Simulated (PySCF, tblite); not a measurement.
# C5H10NSi radical: geometry, infrared bands and EPR parameters

Aim: predict the infrared bands and EPR parameters of C5H10NSi radical (`C=C1C[C](N[SiH3])C1`).

Computed with tblite 0.8.0 and PySCF 2.14.0, with density-fitted response routines of our own, on a single molecule in the gas phase. Atoms count from 0, in the outputs and in this text.

### Step 1. The molecule as given

17 atoms, charge 0, multiplicity 2; geometry from: force field or distance geometry start.

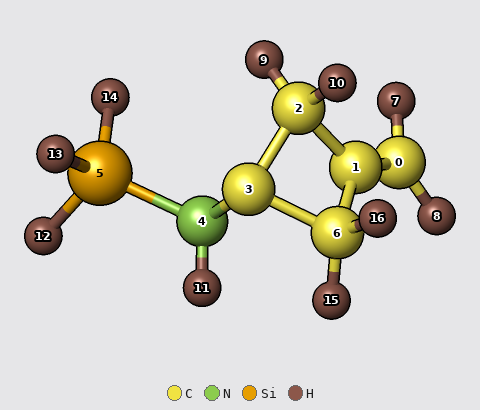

The starting geometry (carbon yellow, nitrogen green, silicon amber, hydrogen brown), atoms numbered.

### Step 2. Optimising the geometry with GFN2-xTB

The job: settings as JSON, then the geometry in Å.

```
{"job": {"kind": "relax", "xc": "GFN2-xTB", "basis": "xTB"}, "charge": 0, "multiplicity": 2}
C     -2.038200     1.270100     0.427200
C     -1.397600     0.256000    -0.132700
C     -0.460200     0.071200    -1.298900
C      0.211200    -0.961100    -0.423200
N      0.913000    -0.313400     0.707900
Si     2.554500     0.183200     0.292900
C     -1.211500    -1.208000     0.096000
H     -1.912900     2.241500    -0.044400
H     -2.674000     1.161300     1.309400
H      0.138300     0.952100    -1.550300
H     -1.046800    -0.379400    -2.151500
H      0.836500    -0.957600     1.509500
H      3.369600     0.162900     1.546300
H      3.238100    -0.725400    -0.647200
H      2.499300     1.579700    -0.170800
H     -1.192900    -1.560100     1.139000
H     -1.833400    -1.761100    -0.619500
```

The run is started by

```console
OMP_NUM_THREADS=1 python probes_run.py task.json out
```

This one command runs all jobs of the session in turn.

Standard output:

```text
step      E/eV     max force
  0    -553.08559    2.632
  1    -553.38948    1.902
  2    -553.69540    1.245
  3    -553.83235    0.769
  4    -553.92251    0.982
  5    -553.97697    0.815
  6    -554.02825    0.672
  7    -554.07681    0.604
  8    -554.09850    0.447
  9    -554.12015    0.337
 10    -554.14150    0.374
 11    -554.16234    0.371
 12    -554.17437    0.258
 13    -554.18061    0.188
 14    -554.18598    0.179
 15    -554.19080    0.191
 16    -554.19491    0.194
 17    -554.19900    0.161
 18    -554.20307    0.131
 19    -554.20642    0.145
 20    -554.20902    0.132
 21    -554.21140    0.145
 22    -554.21441    0.181
 23    -554.21809    0.180
 24    -554.22149    0.142
 25    -554.22419    0.137
 26    -554.22691    0.131
 27    -554.23040    0.181
 28    -554.23525    0.235
 29    -554.24143    0.225
 30    -554.24810    0.188
 31    -554.25398    0.156
 32    -554.25867    0.162
 33    -554.26252    0.156
 34    -554.26577    0.132
 35    -554.26866    0.127
 36    -554.27126    0.108
 37    -554.27342    0.099
 38    -554.27509    0.089
 39    -554.27651    0.100
 40    -554.27806    0.110
 41    -554.27993    0.099
 42    -554.28235    0.127
 43    -554.28476    0.134
 44    -554.28738    0.130
 45    -554.29012    0.137
 46    -554.29299    0.115
 47    -554.29508    0.123
 48    -554.29697    0.110
 49    -554.29886    0.105
 50    -554.30055    0.090
 51    -554.30172    0.097
 52    -554.30287    0.095
 53    -554.30405    0.098
 54    -554.30655    0.090
 55    -554.30786    0.106
 56    -554.31022    0.114
 57    -554.31262    0.117
 58    -554.31603    0.130
 59    -554.31967    0.173
 60    -554.32001    0.177
 61    -554.32421    0.141
 62    -554.32596    0.138
 63    -554.32861    0.079
 64    -554.33022    0.088
 65    -554.33142    0.105
 66    -554.33280    0.121
 67    -554.33481    0.114
 68    -554.33788    0.125
 69    -554.34090    0.143
 70    -554.34322    0.141
 71    -554.34510    0.128
 72    -554.34746    0.126
 73    -554.34984    0.162
 74    -554.35126    0.101
 75    -554.35231    0.088
 76    -554.35370    0.074
 77    -554.35506    0.079
 78    -554.35603    0.086
 79    -554.35716    0.099
 80    -554.35800    0.059
 81    -554.35951    0.089
 82    -554.36021    0.066
 83    -554.36156    0.074
 84    -554.36300    0.082
 85    -554.36411    0.104
 86    -554.36511    0.092
 87    -554.36612    0.072
 88    -554.36696    0.108
 89    -554.36647    0.204
 90    -554.36816    0.062
 91    -554.36858    0.059
 92    -554.36959    0.087
 93    -554.36996    0.057
 94    -554.37042    0.045
 95    -554.37069    0.040
 96    -554.37099    0.038
 97    -554.37141    0.036
 98    -554.37179    0.039
 99    -554.37204    0.032
100    -554.37222    0.032
101    -554.37240    0.032
102    -554.37267    0.038
103    -554.37301    0.037
104    -554.37336    0.043
105    -554.37366    0.048
106    -554.37395    0.056
107    -554.37432    0.045
108    -554.37481    0.047
109    -554.37530    0.047
110    -554.37564    0.049
111    -554.37587    0.042
112    -554.37608    0.028
113    -554.37625    0.027
114    -554.37638    0.028
115    -554.37648    0.031
116    -554.37658    0.030
117    -554.37671    0.028
118    -554.37686    0.028
119    -554.37700    0.024
120    -554.37711    0.019
121    -554.37721    0.017
122    -554.37730    0.020
123    -554.37738    0.020
124    -554.37746    0.021
125    -554.37753    0.022
126    -554.37761    0.024
127    -554.37771    0.025
128    -554.37784    0.024
129    -554.37799    0.029
130    -554.37812    0.026
131    -554.37824    0.027
132    -554.37838    0.028
133    -554.37858    0.045
134    -554.37885    0.055
135    -554.37918    0.053
136    -554.37949    0.049
137    -554.37973    0.038
138    -554.37993    0.026
139    -554.38010    0.033
140    -554.38026    0.031
141    -554.38040    0.024
142    -554.38054    0.022
143    -554.38066    0.021
144    -554.38073    0.015
145    -554.38076    0.011
146    -554.38077    0.007
```

Run time: 1 s. Hardware: 1 thread of Arm Neoverse V1, shared host.

Along the way: (not every step is listed)

```csv
step,energy from step 0 (eV),largest force (eV/Å)
0,0.0000,2.6324
1,-0.3039,1.9017
2,-0.6098,1.2449
3,-0.7468,0.7688
4,-0.8369,0.9816
5,-0.8914,0.8155
6,-0.9427,0.6716
7,-0.9912,0.6040
8,-1.0129,0.4466
21,-1.1258,0.1449
34,-1.1802,0.1315
47,-1.2095,0.1231
60,-1.2344,0.1770
73,-1.2642,0.1616
86,-1.2795,0.0919
99,-1.2864,0.0322
112,-1.2905,0.0278
125,-1.2919,0.0221
138,-1.2943,0.0260
141,-1.2948,0.0239
142,-1.2949,0.0218
143,-1.2951,0.0210
144,-1.2951,0.0149
145,-1.2952,0.0114
146,-1.2952,0.0071
```

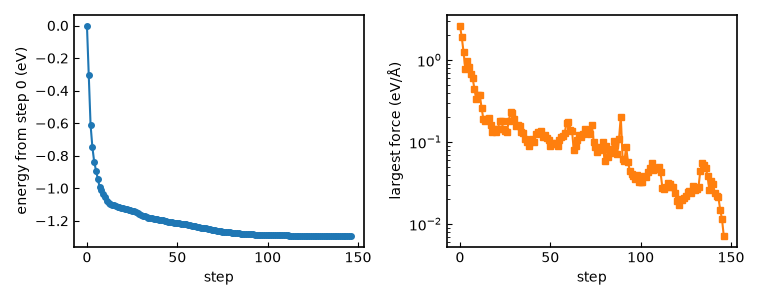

Energy and largest force along the relaxation.

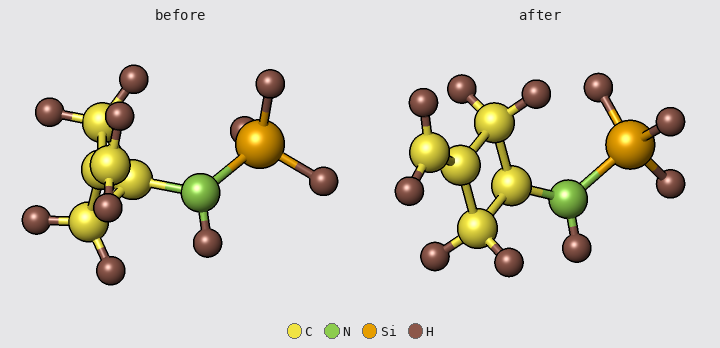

Before and after, at one scale.

Distances of close pairs at the start and the end, largest changes first:

```csv
bond,before (Å),after (Å),change (Å)
C3–N4,1.480,1.369,-0.111
C2–H10,1.129,1.094,-0.035
Si5–H12,1.495,1.460,-0.035
N4–Si5,1.764,1.733,-0.031
C3–C6,1.534,1.506,-0.028
N4–H11,1.031,1.010,-0.021
C1–C6,1.493,1.512,+0.018
C0–H8,1.093,1.077,-0.015
```

The final coordinates are the input of the step that follows.

### Step 3. Infrared spectrum with GFN2-xTB

The job: settings as JSON, then the geometry in Å.

```
{"job": {"kind": "ir", "xc": "GFN2-xTB", "basis": "xTB"}, "charge": 0, "multiplicity": 2}
C     -2.736353     1.071893    -0.297109
C     -1.633175     0.358585    -0.227074
C     -0.287723     0.449966    -0.908154
C      0.125293    -0.721822    -0.065780
N      1.361340    -0.957427     0.473500
Si     2.836874    -0.104795     0.157091
C     -1.214633    -0.825342     0.614566
H     -2.825162     1.913282    -0.964055
H     -3.596953     0.845250     0.310282
H      0.264207     1.380295    -0.728720
H     -0.309083     0.279095    -1.988304
H      1.324293    -1.582825     1.265902
H      3.838274    -0.941027     0.813172
H      2.976619    -0.019657    -1.296856
H      2.871005     1.259321     0.711183
H     -1.224711    -0.648204     1.697381
H     -1.777111    -1.744559     0.423065
```

Standard output:

```text
mode    cm-1     km/mol
  1      45.4      0.10
  2      84.2      0.24
  3     139.2      0.00
  4     140.9      0.15
  5     255.0      6.12
  6     306.2      1.80
  7     391.8      8.69
  8     400.3     41.87
  9     427.4     44.62
 10     529.3     30.78
 11     563.7     20.89
 12     647.3      7.33
 13     656.2     64.56
 14     723.1    215.67
 15     781.2     26.45
 16     809.1    317.95
 17     824.0    228.27
 18     862.9      0.68
 19     886.9     46.04
 20     890.1     26.26
 21     930.5      0.04
 22     980.7     16.59
 23     998.8      3.45
 24    1002.6      0.75
 25    1068.2     12.25
 26    1111.4     10.85
 27    1188.0      2.73
 28    1202.7      5.42
 29    1210.1     10.90
 30    1318.9     36.01
 31    1408.0     14.25
 32    1439.1      1.77
 33    1445.7     61.33
 34    1453.8     49.75
 35    1783.1     36.15
 36    2157.5    350.88
 37    2255.8    223.78
 38    2282.3    327.74
 39    2862.5     58.22
 40    2871.6     35.20
 41    2919.9     56.26
 42    2926.7     53.43
 43    3094.5     25.74
 44    3117.4     40.36
 45    3423.5      4.35
```

Wall time 0.56 s (1 thread of Arm Neoverse V1, shared host).

Which atoms move in the most intense modes:

```csv
cm⁻¹,km/mol,atoms
656,64.6,"H12 18 %, N4 17 %, H13 12 %"
723,215.7,"H12 53 %, H13 37 %"
809,317.9,"H12 45 %, H14 33 %"
824,228.3,"H13 48 %, H14 45 %"
1446,61.3,"C3 24 %, H16 21 %, H15 19 %, N4 12 %"
2158,350.9,H14 93 %
2256,223.8,H13 94 %
2282,327.7,H12 96 %
```

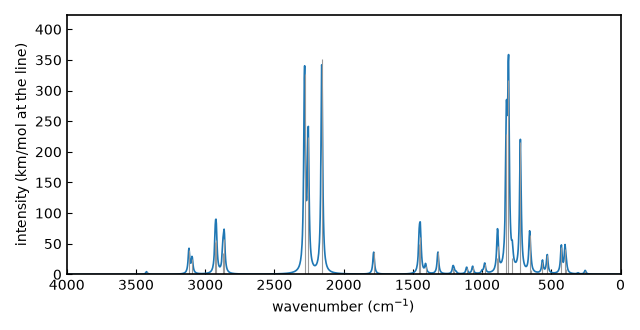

The infrared spectrum from these modes, unscaled. Lines are broadened to a width of 14 cm⁻¹ (Lorentzian).

### Step 4. EPR parameters: B3LYP/pcH-1

Same as in step 3 but for these lines:

```diff
@@ -1,2 +1,2 @@
-{"job": {"kind": "ir", "xc": "GFN2-xTB", "basis": "xTB"}, "charge": 0, "multiplicity": 2}
+{"job": {"kind": "epr", "basis": "pcH-1"}, "charge": 0, "multiplicity": 2}
 C     -2.736353     1.071893    -0.297109
```

With the program's defaults for keys left out, this is: UKS B3LYP, pcH-1 on C H N Si, non-relativistic, mean-field spin-orbit, GIAO.

Standard output:

```text
UKS, coarse grid
  cycle   1  E = -540.67273240  |g| = 3.50e-01
  cycle   2  E = -540.65903143  |g| = 3.91e-01
  cycle   3  E = -540.73287188  |g| = 5.14e-02
  cycle   4  E = -540.73355888  |g| = 3.46e-02
  cycle   5  E = -540.73413140  |g| = 6.15e-03
  cycle   6  E = -540.73415516  |g| = 2.39e-03
  cycle   7  E = -540.73415771  |g| = 1.91e-03
  cycle   8  E = -540.73415918  |g| = 5.10e-04
UKS, final grid
  cycle   1  E = -540.73419502  |g| = 8.14e-04
  cycle   2  E = -540.73419428  |g| = 1.50e-03
  cycle   3  E = -540.73419533  |g| = 1.11e-04
  cycle   4  E = -540.73419534  |g| = 3.49e-05
  cycle   5  E = -540.73419534  |g| = 2.59e-05
E = -540.73419534 Eh   <S^2> = 0.7538 (exact 0.7500)
g shifts (ppm)      1          2          3
  rmc          -162       -162       -162
  gc             13         14         25
  oz_so         -63        824       1156
  total        -212        677       1020
hyperfine (MHz)  atom isotope    a_iso     a_fc   dipolar eigenvalues
    0   13C       6.21       6.21     -2.15     -0.07      2.21
    1   13C      14.80      14.80     -2.31     -1.06      3.37
    2   13C     -14.04     -14.05     -2.83     -0.52      3.35
    3   13C     156.10     156.18    -68.78    -67.05    135.83
    4   14N      12.42      12.44     -8.00     -7.16     15.17
    5  29Si      -0.59      -0.62     -4.96      1.88      3.08
    6   13C      -8.13      -8.14     -3.20     -0.78      3.99
    7    1H       0.50       0.50     -1.06     -0.99      2.05
    8    1H       0.43       0.43     -1.08     -0.98      2.06
    9    1H      70.49      70.49     -3.87     -2.41      6.28
   10    1H      94.32      94.32     -5.34     -3.63      8.97
   11    1H     -10.03     -10.04     -8.69     -5.52     14.21
   12    1H      -2.63      -2.63     -2.32     -1.43      3.75
   13    1H       7.42       7.42     -2.02     -1.87      3.90
   14    1H      32.41      32.41     -2.02     -1.20      3.22
   15    1H      71.27      71.27     -3.87     -2.53      6.40
   16    1H      88.31      88.31     -5.53     -3.70      9.23
```

It took 96 s on 1 thread of Arm Neoverse V1, shared host; peak memory 0.98 GiB.

Principal g values 2.00211, 2.00300, 2.00334; g(iso) = 2.00281, against 2.00232 for a free electron.

Hyperfine couplings; where a row names several nuclei, a(iso) is their mean (it holds for fast rotation or exchange) and the dipolar term the largest among them:

```csv
nuclei,isotope,a(iso) (MHz),"a(iso) (G, at g = 2.0023)",largest dipolar term (MHz)
C3,13C,156.1,55.7,135.8
"H9, H10, H15, H16",1H,81.1,28.9,9.2
C1,13C,14.8,5.3,3.4
N4,14N,12.4,4.4,15.2
"H12, H13, H14",1H,12.4,4.4,3.9
"C2, C6",13C,-11.1,-4.0,4.0
H11,1H,-10.0,-3.6,14.2
C0,13C,6.2,2.2,2.2
Si5,29Si,-0.6,-0.2,-5.0
"H7, H8",1H,0.5,0.2,2.1
```

Mulliken spin populations:

C0 -0.01; C1 0.02; C2 -0.06; C3 0.77; N4 0.12; Si5 0.03; C6 -0.06; H7 0.00; H8 0.00; H9 0.05; H10 0.04; H11 0.00; H12 0.00; H13 0.01; H14 0.02; H15 0.05; H16 0.03

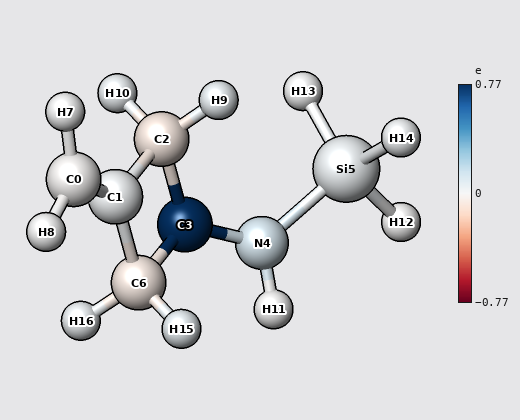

Mulliken spin populations, as colours on the atoms.

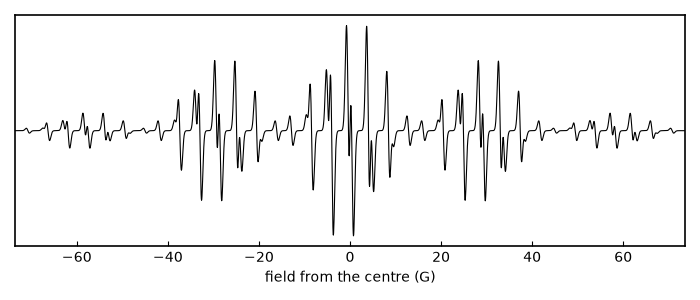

First-order isotropic spectrum (first derivative, main isotopes with spin only, couplings over 0.8 MHz, Gaussian width 0.4 G; couplings of the frozen geometry, rotation of groups not averaged beyond the rows shown).

The fields below are evaluated on a grid from the run's orbitals.

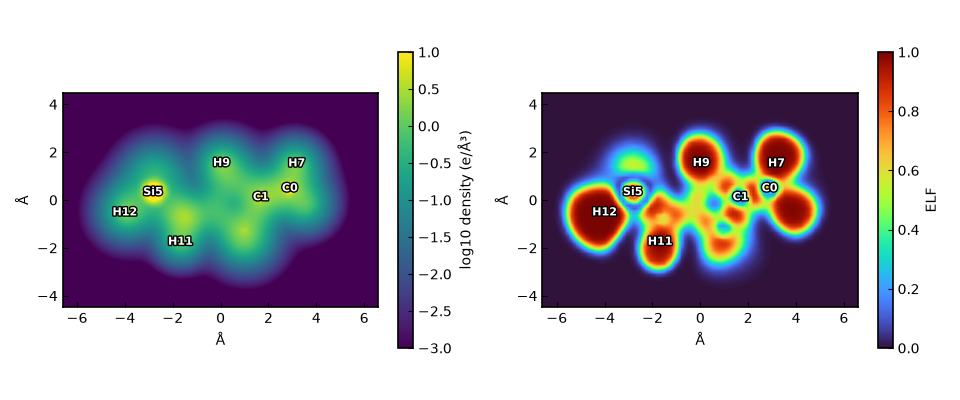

Density (left) and ELF (right) in a plane through or near 7 of the atoms.

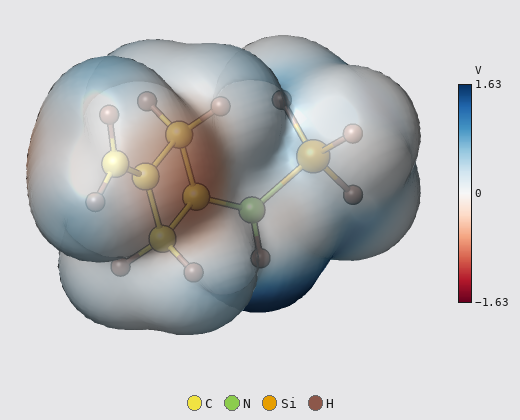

Electrostatic potential on the surface of density 0.002 e/bohr³; red is low, blue high. It runs from -0.82 V near C3 to 1.63 V near H11.

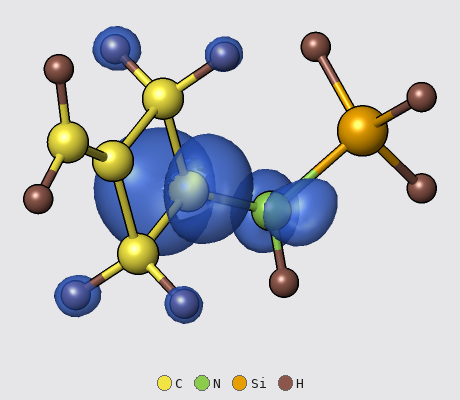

Spin density at ±0.04 e/Å³ (alpha excess blue, beta excess red).

### Step 5. Summary of results

| quantity | value |
| --- | --- |
| strongest single infrared mode (GFN2-xTB) | 2158 cm⁻¹, 351 km/mol |
| zero-point energy (GFN2-xTB) | 81.2 kcal/mol |
| g(iso) (B3LYP) | 2.00281 |
| ⟨S²⟩ | 0.754 (exact 0.75) |
| largest a(iso) (averaged by class) | 13C on C3, 156.1 MHz |
| potential on the surface of density 0.002 e/bohr³, 1st and 99th percentile | -0.82 V and 1.63 V |

In words: Relaxing lowered the energy by 1.295 eV in 146 steps; the close pair that moved most is C3–N4, from 1.480 to 1.369 Å. No mode is imaginary among the 45: a minimum at this level. The strongest single mode, at 2158 cm⁻¹, moves mainly H14. GFN2-xTB is a fitted tight-binding method: band positions and strengths are rough. Its intensities can rank the bands wrongly. Most of the unpaired spin sits on C3 (0.77 e). The isotropic g lies 0.5 ppt above the free-electron value. The conformer search found further structures of the same energy, which may be mirror or relabelled copies of this one.
